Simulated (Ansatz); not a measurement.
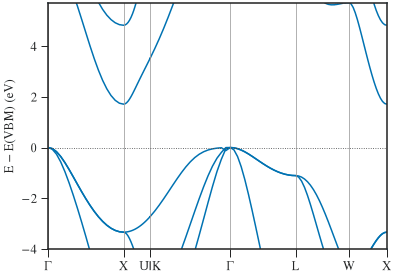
Figure: Band structure from the program Ansatz at the r²SCAN level (PAW)

Question: Read off the gap and where the band edges lie.

Answer: About 1.7 eV (1.71 eV by a search for the band edges); maximum at Γ, minimum at X.

Question: Which of these materials gives this?
A) Co3S4, Fd-3m (Co on 16d, Co on 8a, S on 32e)
B) SiC, zinc blende
C) GaAs, zinc blende

Answer: B, SiC, zinc blende

Space group F-43m (zinc blende). Symmetry was held in the r²SCAN relaxation; phonons on a q-mesh show no instability.

Potentials: the earlier of the program's two PAW sets.
